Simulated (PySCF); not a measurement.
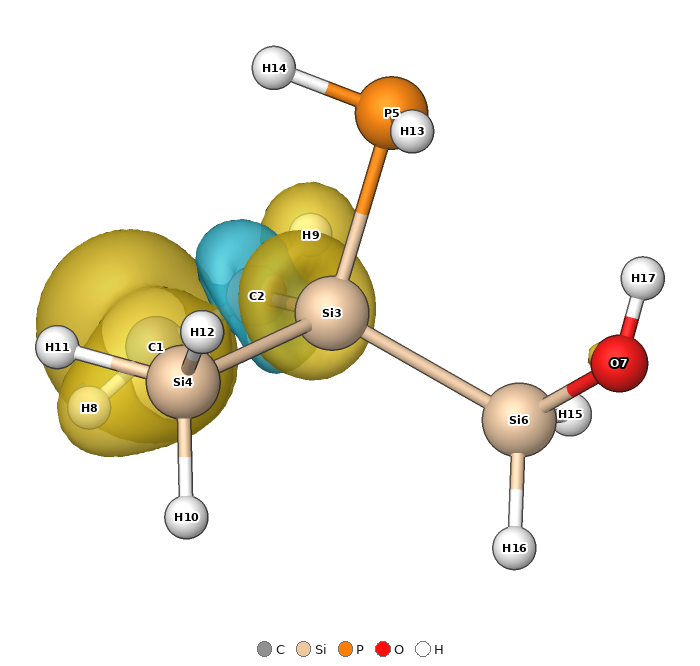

C2H10OPSi3 (doublet). Isosurfaces of the spin density at +0.02 (yellow) and −0.02 e/Å³ (cyan), seen from one side.

Geometry: GFN2-xTB.

Level of theory: PySCF, UKS B3LYP, pcH-1 on C H O P Si, non-relativistic, mean-field spin-orbit, GIAO.

```xyz
17

C     0.2580   -1.9883    2.2244
C     0.5577   -1.7412    1.0073
Si   -0.0082   -0.1576   -0.0184
Si   -1.8713    0.8335    1.0096
P    -0.5165   -1.1488   -2.0156
Si    1.9186    1.1000   -0.4828
O     1.7573    1.7482   -1.9669
H    -0.3015   -1.5032    2.9932
H     1.1559   -2.4081    0.4001
H    -1.4510    1.8986    1.9238
H    -2.6573   -0.1299    1.7873
H    -2.8007    1.4366    0.0466
H    -1.1956   -0.0421   -2.4953
H    -1.6867   -1.7436   -1.5828
H     3.1695    0.3341   -0.4152
H     2.0311    2.3106    0.3212
H     1.6337    1.2130   -2.7462
```

Where is the unpaired spin?

The unpaired spin (1 electron) lies mostly on C1 (about 0.7) and Si3 (about 0.1), in electrons by Hirshfeld's partition.
